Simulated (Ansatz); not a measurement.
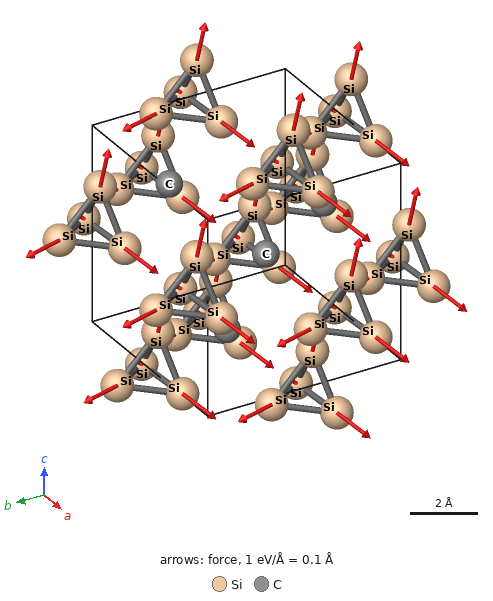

Starting geometry of crystalline Si4C (a generated structure, set up in F-43m) (coarse preliminary run) with the computed forces as red arrows. The picture is a ball-and-stick view of the conventional cell (4 times the calculation's cell), seen from a free direction. Lengths and directions refer to the drawn axes.

Level of theory: DFT PBE, scalar-relativistic, plane waves, PAW in Ansatz 0.2.0. Set-up: plane-wave cutoff 420 eV; k-point mesh 4 × 4 × 4; occupations gaussian; smearing width 0.1 eV; collinear spin; cell and atoms relaxed; force threshold 0.04 eV/Å; at most 70 steps.

Question: Is this structure relaxed? If not, where do the atoms go?

Answer: It isn't relaxed: the largest force vector, on Si atoms, is 12.95 eV/Å. The atoms end up moving mostly along the starting forces (cosine between the two patterns 1.00). The energy falls by 1094 meV per atom in 4 accepted moves (5 points after the start). Largest force component: 7.5 eV/Å at the start, 0.0096 eV/Å at the end. Pressure: 32.83 GPa at the start and 0.06 GPa at the end. The SCF was repeated once at an unchanged geometry on a basis and grid sized afresh for the cell, which shifted the energy by 0.6 meV per atom at most. The largest moves relative to the cell, 0.24 Å, are those of Si atoms. C stays in place. The drawn cell changes as follows: a = b = c 6.790 → 6.938 Å (+2.2 %); the volume changes by +6.7 %. Among the contacts that change: Si–Si 2.028 → 2.468 Å, Si–Si 2.773 → 2.438 Å. The space group stays F-43m (No. 216). The program noted that the starting moments weren't kept. Cost: 35 s on 1 thread of AMD EPYC (Zen 3), on a shared host, peak memory 0.37 GiB.
